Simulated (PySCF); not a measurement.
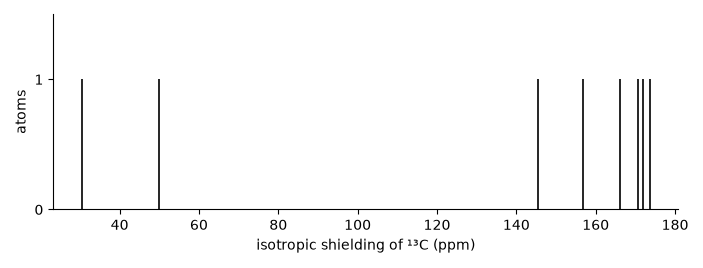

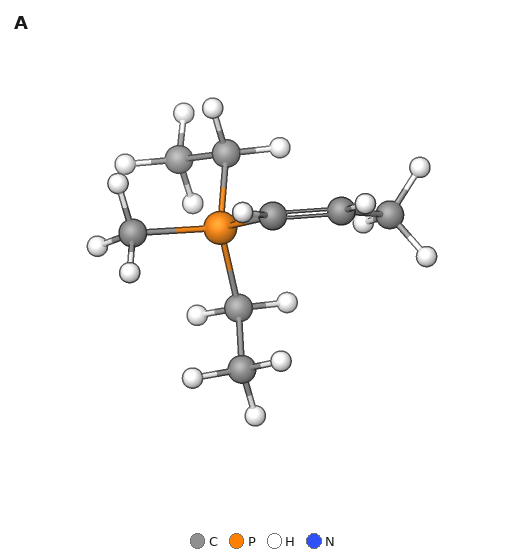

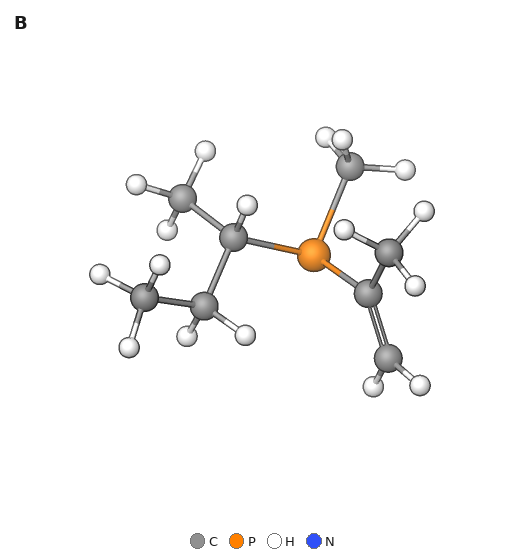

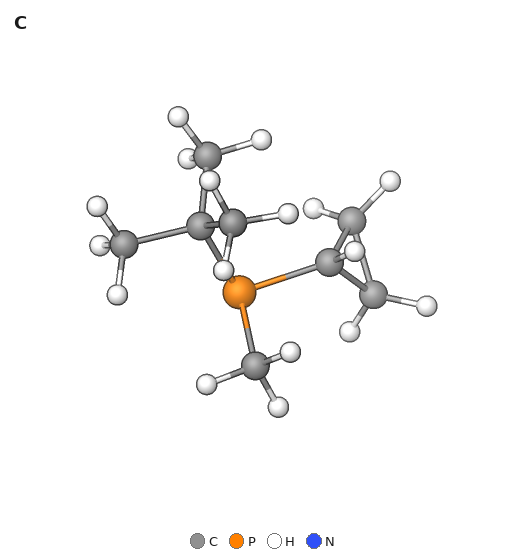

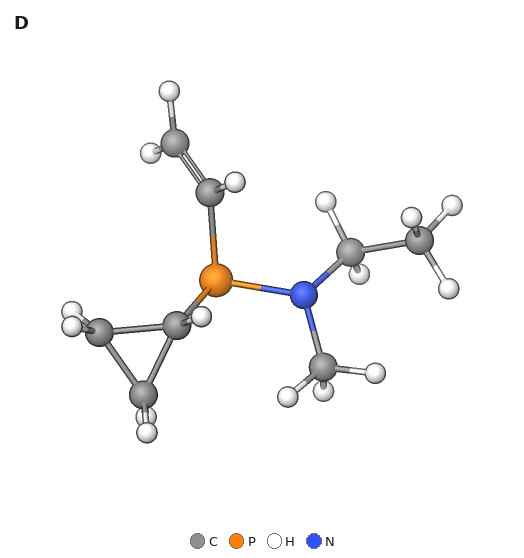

The sticks are computed shieldings of one of the molecules, for one fixed geometry (GFN2-xTB) without averaging over rotations. Low shielding means a high chemical shift. Method: GIAO PBE0/pcSseg-1 NMR shielding, non-relativistic, gas phase (PySCF 2.14.0).

> Which molecule gives this pattern?

B, `C=C(C)P(C)[C@@H](C)CC`. Its 8 C atoms give lines at 30.4, 49.8, 145.5, 156.7, 166.1, 170.7, 172.0, 173.6 ppm.

The geometry is semi-empirical. Around P such bond lengths and angles can be off by a tenth of an ångström or more and by several degrees, and values that hang on the shape move with them.
